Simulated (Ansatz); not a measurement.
System: diamond. Method: LC-ωPBE (plane waves, PAW; Ansatz, a first-principles code).

Run with plane-wave cutoff 460 eV, 12×12×12 k mesh, Fermi–Dirac smearing 0.01 eV, scalar-relativistic PAW data made under PBE.

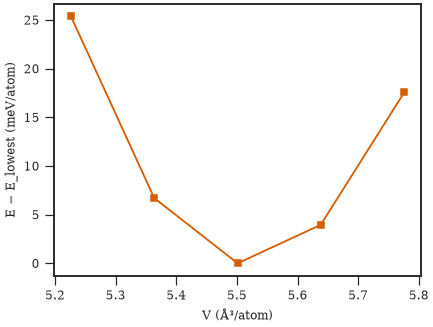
Figure. Total energy against volume

Question: From the curve, estimate the equilibrium volume and the bulk modulus.

Answer: V0 ≈ 5.5 Å³/atom and B0 ≈ 490 GPa; the fit gives V0 = 5.516 Å³/atom, B0 = 494 GPa, B′ = 3.4.

Measured, for comparison: bulk modulus 455 GPa (0 K value with the zero-point phonon effect removed; as tabulated in Mejia-Rodriguez and Trickey (2018), arXiv:1807.09216); equilibrium volume per atom 5.61 Å³/atom (static lattice: zero-point anharmonic expansion removed; as tabulated in Mejia-Rodriguez and Trickey (2018), arXiv:1807.09216). Computed (rounded) less measured: bulk modulus +9 %, equilibrium volume per atom -1.6 %.

The computed numbers hold no vibrational or temperature effects.
